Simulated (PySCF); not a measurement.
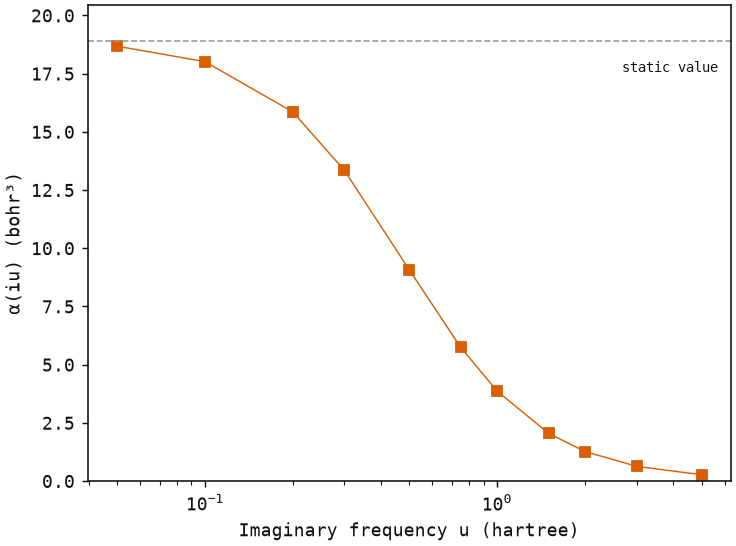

Dipole polarisability at imaginary frequency of S ([Ne] 3s² 3p⁴). Coupled response at the HF level; PySCF, aug-cc-pV(T+d)Z, non-relativistic, unrestricted single determinants, no spin-orbit coupling.

Q: Give the static polarisability, its fall-off and C₆.

A: The static dipole polarisability is 18.9 bohr³ (the recommended value is 19.4); α(iu) falls to half of it near u = 0.48 hartree. The Casimir–Polder integral gives C₆ = 130 hartree bohr⁶ for two such species.
